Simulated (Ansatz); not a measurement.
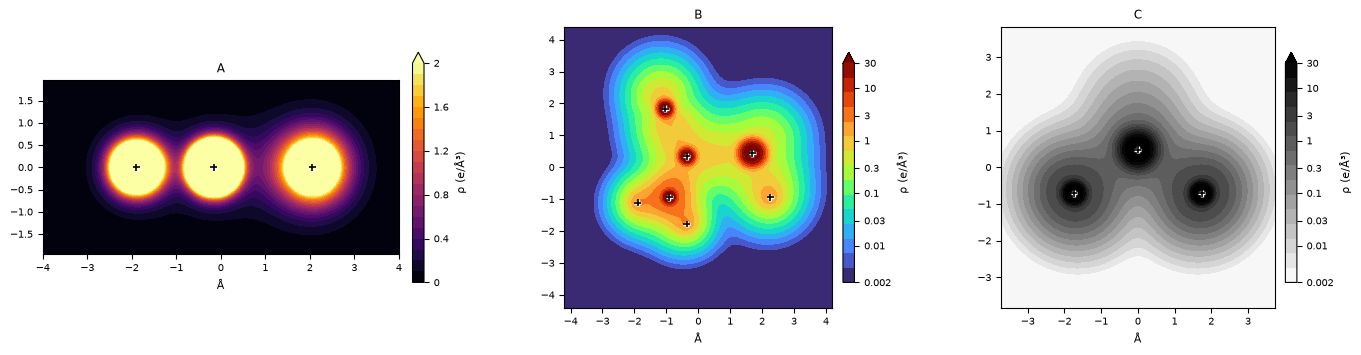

The electron density of 3 systems, each on a plane through atoms (crosses mark nuclei in the plane).

All numbers below come from RKS PBE0-D4/def2-TZVPP in Ansatz 0.2.0.

System 1: B$_{2}$H$_{7}$NSi (SMILES BB(N)[SiH3]), the plane of atoms B2, N3 and H7. Geometry: PBE0-D4/def2-TZVP.

```yaml
atoms:
  - { symbol: B, position_ang: [-1.0260, 1.4742, 0.0477] }
  - { symbol: B, position_ang: [-0.3096, 0.0325, 0.3845] }
  - { symbol: N, position_ang: [-0.4825, -0.8775, 1.4204] }
  - { symbol: Si, position_ang: [1.0916, -0.4588, -1.0259] }
  - { symbol: H, position_ang: [-1.9654, 1.5545, -0.6957] }
  - { symbol: H, position_ang: [-0.5381, 2.5170, 0.3884] }
  - { symbol: H, position_ang: [-1.1408, -0.7462, 2.1709] }
  - { symbol: H, position_ang: [0.0377, -1.7361, 1.4982] }
  - { symbol: H, position_ang: [0.5024, -0.5924, -2.3876] }
  - { symbol: H, position_ang: [1.7100, -1.7725, -0.6672] }
  - { symbol: H, position_ang: [2.1860, 0.5482, -1.1130] }
```

System 2: BrFZn, a plane that holds the molecular axis. Geometry: PBE0-D4/def2-TZVP.

```json
{"atom": "F", "x (Å)": "-1.5376", "y (Å)": "0.8023", "z (Å)": "-0.7605"}
{"atom": "Zn", "x (Å)": "-0.1296", "y (Å)": "0.0461", "z (Å)": "-0.0665"}
{"atom": "Br", "x (Å)": "1.6563", "y (Å)": "-0.9132", "z (Å)": "0.8138"}
```

System 3: Cl$_{3}$FGe (SMILES [F][Ge]([Cl])([Cl])[Cl]), the plane of atoms Cl3, Ge2 and Cl4. Geometry: PBE0-D4/def2-TZVP.

```xyz
5

F    -0.9637    0.2006    1.4324
Ge   -0.0129   -0.0097    0.0255
Cl    1.4738   -1.4353    0.4663
Cl   -1.2858   -0.6854   -1.5107
Cl    0.8385    1.8561   -0.4549
```

Question: Match each panel to its system.

Answer: Panel A is system 2, BrFZn: the plane holds F, Zn and Br. Zn–F (1.74 Å): ρ at the midpoint is about 0.92 e/Å³. Panel B is system 1, B$_{2}$H$_{7}$NSi: the plane holds B, N, Si and H. B–N (1.39 Å): the density is about 2 e/Å³ at the midpoint. Panel C is system 3, Cl$_{3}$FGe: the plane holds Ge and Cl. Ge–Cl (2.11 Å): ρ at the midpoint is about 0.86 e/Å³.
